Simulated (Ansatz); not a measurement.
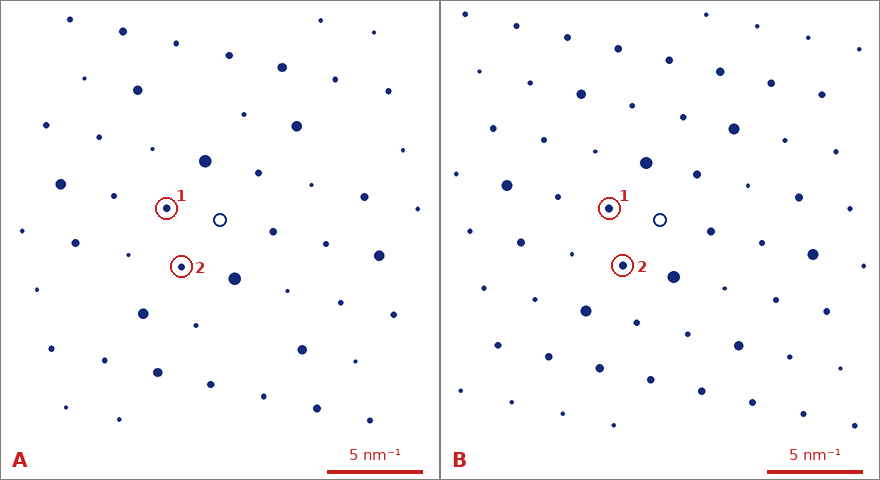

Kinematic electron diffraction patterns (120 kV, B = 0.5 Å², same scale) along [101] of the run's own cell, for the start and the end of one relaxation of Zn2As2Se with DFT, PAW plane waves, r2scan (Ansatz). k mesh 8×8×5. The start is a generated model structure, and the relaxation ends in the nearest stationary point of its symmetry, not necessarily the ground state. Spot 1 is 0 -1 0 and spot 2 is 1 -1 -1 in both.

Start structure:

```yaml
crystal:
  lattice:
    - [4.18674, 0.00000, 0.00000]
    - [-2.09337, 3.62583, 0.00000]
    - [0.00000, 0.00000, 7.05167]
  atoms:
    - { symbol: As, position: [0.33330, 0.66670, 0.25830] }
    - { symbol: As, position: [0.66670, 0.33330, 0.74170] }
    - { symbol: Se, position: [0.00000, 0.00000, 0.00000] }
    - { symbol: Zn, position: [0.33330, 0.66670, 0.63030] }
    - { symbol: Zn, position: [0.66670, 0.33330, 0.36970] }
```

Which pattern belongs to the start structure, and which to the relaxed one?

B is the start: its cell gives d(1) = 3.626 Å, d(2) = 3.225 Å and an angle of 63.6°. A is the relaxed structure, with d(1) = 3.480 Å (-4.0 %), d(2) = 3.124 Å (-3.1 %) and 63.3°.

Name reflections whose intensity changes strongly on relaxation.

2 0 -2 fades out of sight; 3 -3 -3 goes from 14 to 3.1 % of the strongest spot; 3 0 -3 goes from 14 to 3.1 % of the strongest spot; 3 -2 -3 goes from 19 to 32 % of the strongest spot.

Summarise the relaxation behind the change.

The volume changed by -7.4 % to 19.83 Å³ an atom; with the mean shift removed, the atoms moved by up to 0.17 Å relative to the cell (Zn most); the space group stayed P-3m1 (No. 164); the free energy fell by 34 meV an atom. Relaxed cell: a = 4.019 Å, b = 4.019 Å, c = 7.090 Å, α = 90.00°, β = 90.00°, γ = 120.00°.
